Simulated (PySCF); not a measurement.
**He⁺: atomic calculation**

System: He⁺, configuration 1s1, multiplicity 2.
Method: unrestricted PBEsol, aug-cc-pVDZ-DK, spin-free X2C-1e, Gaussian nucleus (PySCF).

### Log (extracts)
```
damping factor = 0
level_shift factor = 0
DIIS = <class 'pyscf.scf.diis.CDIIS'>
diis_start_cycle = 1
diis_space = 10
diis_damp = 0
SCF conv_tol = 1e-09
SCF conv_tol_grad = None
number electrons alpha = 1  beta = 0
XC functionals = PBEsol
    J. P. Perdew, A. Ruzsinszky, G. I. Csonka, O. A. Vydrov, G. E. Scuseria, L. A. Constantin, X. Zhou, and K. Burke.,  Phys. Rev. Lett. 100, 136406 (2008)
    J. P. Perdew, A. Ruzsinszky, G. I. Csonka, O. A. Vydrov, G. E. Scuseria, L. A. Constantin, X. Zhou, and K. Burke.,  Phys. Rev. Lett. 100, 136406 (2008)
cycle= 1 E= -1.96476154456587  delta_E= -0.000504  |g|= 0.0023  |ddm|= 0.0944
cycle= 2 E= -1.96476404298291  delta_E= -2.5e-06  |g|= 0.000167  |ddm|= 0.00783
cycle= 3 E= -1.96476405661886  delta_E= -1.36e-08  |g|= 1.82e-07  |ddm|= 0.000527
cycle= 4 E= -1.96476405661887  delta_E= -1.69e-14  |g|= 4.63e-11  |ddm|= 6.15e-07
converged SCF energy = -1.96476405661887  <S^2> = 0.75  2S+1 = 2
```

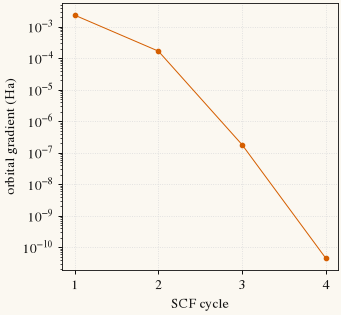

**Figure 1.** Convergence: orbital gradient against the SCF cycle. The residual falls at every step. It goes from 0.0023 to 4.6×10⁻¹¹ in 4 steps.

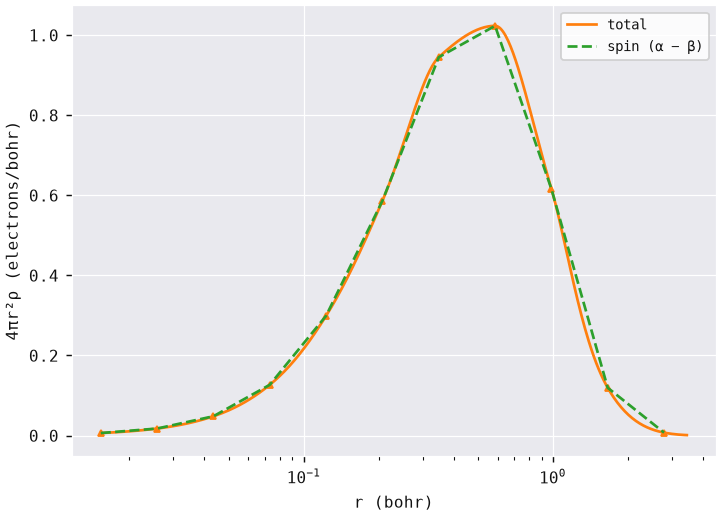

**Figure 2.** Spherically averaged radial density 4πr²ρ of the mean field and its spin part; markers are the stored points, which are sparse, and the line is a monotone interpolation between them. The largest stored value is 1.02 electrons/bohr at r = 0.59 bohr. Root-mean-square radii of the shells: 1s 0.896 bohr.

### Input file
```python
from pyscf import gto, scf, dft, mp, cc
import basis_set_exchange as bse
mol = gto.M(atom="He 0 0 0", charge=1, spin=1, symmetry="D2h",
            basis=gto.basis.parse(bse.get_basis("aug-cc-pVDZ-DK", elements=["He"], fmt="nwchem")),
            nucmod="G")
mf = dft.UKS(mol, xc="PBEsol").sfx2c1e()
mf.irrep_nelec = {'Ag': (1, 0)}
mf.kernel()
```

The script is an equivalent of what the driver set up; the driver started from orbitals of its own, so the log can be shorter than this script's would be, and it computed the properties (radii, ⟨L²⟩, response) afterwards. It held the occupations shell by shell, which the script's counts by irreducible representation don't always enforce.

### Results in brief

| quantity | value |
| --- | --- |
| outcome | converged |
| total energy | −1.964764 hartree |
| ⟨S²⟩ | 0.750 |
| SCF iterations | 4 |
| hardware | 1 CPU thread, shared host |
